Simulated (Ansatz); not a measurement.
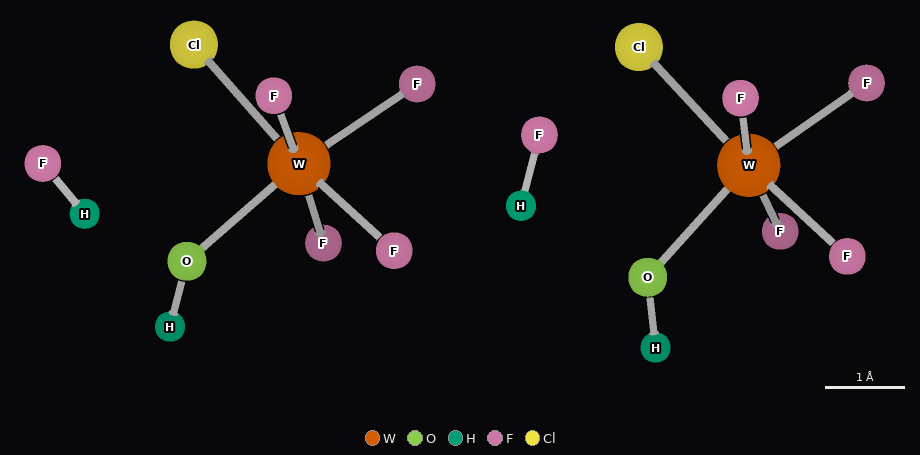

Two geometries of WH₂OClF₅, drawn at one scale. One is the start of a relaxation, the other its converged end. A ball-and-stick model, seen at a tilt.

Theory: RKS PBE/def2-SVP (Ansatz 0.2.0). Settings: no spin polarisation; force threshold 0.03 eV/Å; at most 50 steps.

> Which one is relaxed?

The left one is the relaxed one. The run prepares an end point of a later path (reaction) calculation, from a guessed geometry. The energy falls by 17.6 kJ/mol in 12 geometry steps. Largest force component: 0.54 eV/Å at the start, 0.0085 eV/Å at the end. An F atom moves most after the best rigid fit: 0.66 Å. By element the largest moves are F 0.66 Å, H 0.42 Å, Cl 0.23 Å, O 0.21 Å, W 0.14 Å. Among the contacts that change: F–W 3.061 → 3.732 Å, O–W 1.921 → 1.908 Å, F–W 1.890 → 1.880 Å, F–H 0.932 → 0.942 Å. Bond angles that change, for instance: O–W–F 102.3° → 91.8°, F–W–F 89.7° → 96.2°, O–W–F 165.0° → 171.2°.

Limits of the set-up: the start holds two separate molecules, 2.2 Å apart at their closest, whose relative position is a soft coordinate and is computed without a dispersion correction.
